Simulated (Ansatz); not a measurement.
# AlH (SMILES [AlH]): wB97X/3-21G

What is the electronic atomisation energy of AlH at wB97X/3-21G? 

The calculation is run with Ansatz 0.2.0.

45 further runs of the same task are left out: 45 set aside as unsound or not needed.

## Step 1: The system as given

AlH has 2 atoms, charge 0, and is taken as a singlet. As SMILES, `[AlH]`. The coordinates come from a PBE0-D4/def2-TZVP relaxation.

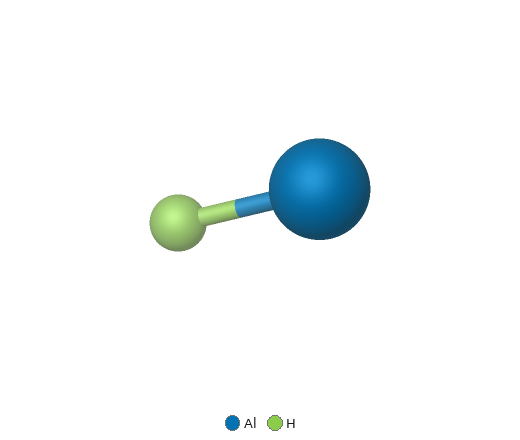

The structure, seen from a chosen angle (aluminium blue, hydrogen green).

## Step 2: A single-point energy at wB97X/3-21G

Contents of run.yaml:

```yaml
crystal:
  periodic: [false, false, false]
  atoms:
    - symbol: Al
      position_ang: [-0.000000, 0.000000, -0.025640]
    - symbol: H
      position_ang: [0.000000, -0.000000, 1.639110]
basis:
  gaussian: {orbitals: 3-21G.json}
accuracy: high
hamiltonian: {xc: {name: wB97X}}
```

The basis set 3-21G is read from a file made from the Basis Set Exchange's data (not shown).

Launch:

```sh
$ ansatz run run.yaml --threads 1 --pin off --max-ram 3480MiB --events-out events.jsonl --progress --plain --runs-dir runs
```

Output:

```text
Warning: RAYON_NUM_THREADS=1 ignored (pool sized by the plan → 1); use --threads N
Functional definition: wB97X
  name "wB97X"
  parameter omega = 0.3/bohr
  parameter cx = 0.157706
  parameter cx1 = 0.726479
  parameter cx2 = 1.04760
  parameter cx3 = -5.70635
  parameter cx4 = 13.2794
  parameter css1 = -4.33879
  parameter css2 = 18.2308
  parameter css3 = -31.7430
  parameter css4 = 17.2901
  parameter cos1 = 2.37031
  parameter cos2 = -11.3995
  parameter cos3 = 6.58405
  parameter cos4 = -3.78132
  exchange = spin_sum(e_x_unif_sr(omega)*poly(b97_u_x, 1 - cx, cx1, cx2, cx3, cx4)) + cx*exact_x_sr(omega)
      + exact_x_lr(omega)
  correlation = spin_sum(e_c_pw_same_spin*poly(b97_u_same, 1, css1, css2, css3, css4))
      + integral(e_c_pw_opposite_spin*poly(b97_u_opposite, 1, cos1, cos2, cos3, cos4))
280 factors; integrals over basis functions are off by at most 2.6e-9 eV
121 factors; integrals over basis functions are off by at most 9.6e-10 eV
mean field evaluation 1: about -6574.3925 eV, gradient 6.9e0 eV
mean field evaluation 2: about -6574.6747 eV, gradient 1.3e0 eV
mean field evaluation 4: about -6574.6822 eV, gradient 2.8e-1 eV
mean field evaluation 8: about -6574.6830 eV, gradient 9.2e-4 eV
mean field evaluation 16: about -6574.6830 eV, gradient 3.1e-8 eV
mean field -6574.68301490 eV, -241.6151443174 hartree, gradient 3.1e-8 eV, S^2 0.000000; 0 other end points of the search recorded, 0 dependent functions left out
reference -6574.68301281 eV, -241.6151442406 hartree; 7, 7 occupied and 8, 8 virtual orbitals, 280 factors
Total energy: -6574.68301281 eV, -241.6151442406 hartree
```

Wall time 1.6 s (1 thread of Arm Neoverse V2, shared host); peak memory 0.15 GiB.

## Step 3: The Al atom, same level

Contents of job.yaml:

```yaml
crystal:
  periodic: [false, false, false]
  atoms:
    - {symbol: Al, position_ang: [0.000000, 0.000000, 0.000000]}
basis:
  gaussian:
    orbitals: 3-21G.json
magnetization:
  spin_polarized: true
  initial_magnetization: 1
hamiltonian:
  xc: {name: wB97X}
accuracy: high
```

The basis set 3-21G is read from a file made from the Basis Set Exchange's data (not shown).

Launch:

```sh
$ ansatz run job.yaml --threads 1 --pin off --max-ram 3480MiB --events-out events.jsonl --progress --plain --runs-dir runs
```

Output, cut to the lines that bear on the results:

```text
Warning: RAYON_NUM_THREADS=1 ignored (pool sized by the plan → 1); use --threads N
Functional definition: wB97X
  name "wB97X"
[...]
      + exact_x_lr(omega)
[...]
      + integral(e_c_pw_opposite_spin*poly(b97_u_opposite, 1, cos1, cos2, cos3, cos4))
79 factors; integrals over basis functions are off by at most 3.6e-9 eV
38 factors; integrals over basis functions are off by at most 2.8e-9 eV
[...]
mean field -6558.22148656 eV, -241.0101943090 hartree, gradient 9.7e-9 eV, S^2 0.750484; 0 other end points of the search recorded, 0 dependent functions left out
reference -6558.22148581 eV, -241.0101942814 hartree; 7, 6 occupied and 6, 7 virtual orbitals, 79 factors
Total energy: -6558.22148581 eV, -241.0101942814 hartree
```

Run time: 2.6 s. Hardware: 1 thread of Arm Neoverse V2, shared host; peak memory 0.21 GiB.

## Step 4: The H atom

Contents of molecule.yaml:

```yaml
crystal:
  periodic: [false, false, false]
  atoms:
    - symbol: H
      position_ang: [0.000000, 0.000000, 0.000000]
basis:
  gaussian:
    orbitals: 3-21G.json
magnetization:
  spin_polarized: true
  initial_magnetization: 1
hamiltonian:
  xc: {name: wB97X}
accuracy: high
```

The basis set 3-21G is read from a file made from the Basis Set Exchange's data (not shown).

Run the same way, it converges to -0.49652 Eh (log not shown).

## Step 5: Outcome

At wB97X/3-21G:

| quantity | value |
| --- | --- |
| molecule: total energy | -241.61514 Eh |
| Al atom: total energy | -241.01019 Eh |
| Al atom: ⟨S²⟩ | 0.750 |
| H atom: total energy | -0.49652 Eh |
| H atom: ⟨S²⟩ | 0.750 |
| electronic atomisation energy | 2.950 eV |

**Reading.** Taking the molecule apart into free atoms costs 2.95 eV (68 kcal/mol), before zero-point energy and without spin-orbit coupling. The basis has no polarisation functions, which makes bonds too weak.
